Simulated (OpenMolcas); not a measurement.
# [H2]+ (SMILES [H][H+]) at UBMK/6-311++G(d,p)

What is the vertical electron affinity of [H2]+ at UBMK/6-311++G**? 

The calculation is run with OpenMolcas 26.06.

**1. The molecule**

The species is [H2]+ (2 atoms), meant as a doublet with charge +1. As SMILES, `[H][H+]`. The shape is that of a GFN2-xTB optimisation.

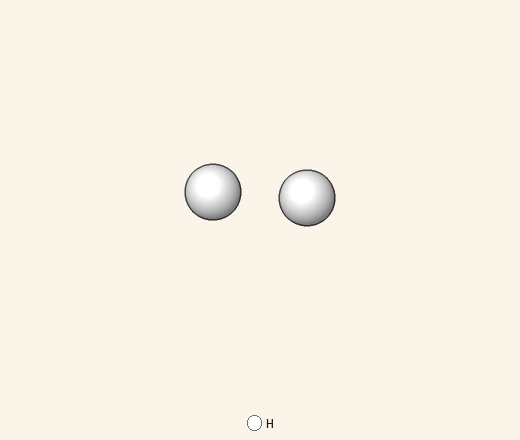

Viewed from a chosen angle; hydrogen white.

**2. The energy at UBMK/6-311++G(d,p)**

File job.input:

```
&GATEWAY
  BASLIB = $CurrDir
  COORD
  2
  angstrom
  H        0.000000       0.000000       0.000000
  H        0.000000       0.000000       1.026910
  BASIS = 6-311ppGss
  GROUP = NoSym

&SEWARD

&SCF
  UHF
  CHARGE = 1
  SPIN = 2
  KSDFT = 2
  1.0 HYB_MGGA_X_BMK
  1.0 GGA_C_BMK
  PRORBITALS = 1 1
```

The basis set 6-311++G** is read from a file made from the Basis Set Exchange's data (not shown).

Launch:

```
$ export MOLCAS_MEM=1860
$ pymolcas job.input > job.log
```

Output:

```text
--- Start Module: gateway ---
[...]
--- Stop Module: gateway /rc=_RC_ALL_IS_WELL_ ---
--- Start Module: seward ---
[...]
      Basis functions           14
--- Stop Module: seward /rc=_RC_ALL_IS_WELL_ ---
--- Start Module: scf ---
[...]
       Convergence after   8 Iterations
[...]
::    Total KS-DFT energy                              -0.6028059960
[...]
      Total spin, S                                     0.5000000000
[...]
      Total electronic charge=    1.000000
      Total            charge=    1.000000
[...]
      Dipole Moment (debye):
      Origin of the operator (angstrom)=    0.0000    0.0000    0.5135
                   X=  2.7265E-16               Y=  2.7200E-16               Z= -2.9884E-15           Total=  3.0131E-15
      Center of Charge (angstrom)
[...]
--- Stop Module: scf /rc=_RC_ALL_IS_WELL_ ---
[...]
```

Run time: 1.6 s. Hardware: 1 thread of Intel Xeon 6975P-C (Granite Rapids), shared host; peak memory 0.37 GiB.

**3. Singlet neutral H2, same level**

File job.inp:

```
>>> EXPORT MOLCAS_PRINT=2

&GATEWAY
  BasLib = $CurrDir
  Coord
  2
  angstrom
  H        0.000000       0.000000       0.000000
  H        0.000000       0.000000       1.026910
  Basis = 6-311ppGss
  Group = NoSym

&SEWARD

&SCF
  KSDFT = 2
  1.0 HYB_MGGA_X_BMK
  1.0 GGA_C_BMK
  PrOrbitals = 1 1
```

The basis set 6-311++G** is read from a file made from the Basis Set Exchange's data (not shown).

Launch:

```
$ export MOLCAS_MEM=1860
$ pymolcas job.inp > job.log
```

Output:

```text
--- Start Module: gateway ---
[...]
--- Stop Module: gateway /rc=_RC_ALL_IS_WELL_ ---
--- Start Module: seward ---
[...]
      Basis functions           14
--- Stop Module: seward /rc=_RC_ALL_IS_WELL_ ---
--- Start Module: scf ---
[...]
       Convergence after   6 Iterations
[...]
::    Total KS-DFT energy                              -1.1353839619
[...]
      Total spin, S                                     0.0000000000
[...]
      Total electronic charge=    2.000000
      Total            charge=   -0.000000
[...]
      Dipole Moment (debye):
      Origin of the operator (angstrom)=    0.0000    0.0000    0.5135
                   X= -1.5992E-16               Y=  4.4873E-16               Z= -1.6535E-16           Total=  5.0425E-16
      Quadrupole Moment (debye*angstrom):
[...]
--- Stop Module: scf /rc=_RC_ALL_IS_WELL_ ---
[...]
```

Wall time 1.2 s (1 thread of Intel Xeon 6975P-C (Granite Rapids), shared host); peak memory 0.37 GiB.

**4. Outcome**

Level: UBMK/6-311++G**.

| quantity | value |
| --- | --- |
| doublet [H2]+: total energy | -0.60281 Eh |
| doublet [H2]+: HOMO energy (highest over α and β) | -26.62 eV |
| doublet [H2]+: ⟨S²⟩ | 0.750 |
| singlet neutral H2: total energy | -1.13538 Eh |
| singlet neutral H2: dipole moment | 0.00 D |
| singlet neutral H2: HOMO energy | -11.55 eV |
| singlet neutral H2: LUMO energy | 0.50 eV |
| singlet neutral H2: HOMO–LUMO gap | 12.05 eV |
| vertical electron affinity (to the singlet neutral) | 14.492 eV |

What this shows: This program's gradients are faulty for this kind of reference, so any forces in the log (doublet [H2]+) can't be trusted; the energy can. At fixed nuclei the extra electron is bound by 14.49 eV (334 kcal/mol).
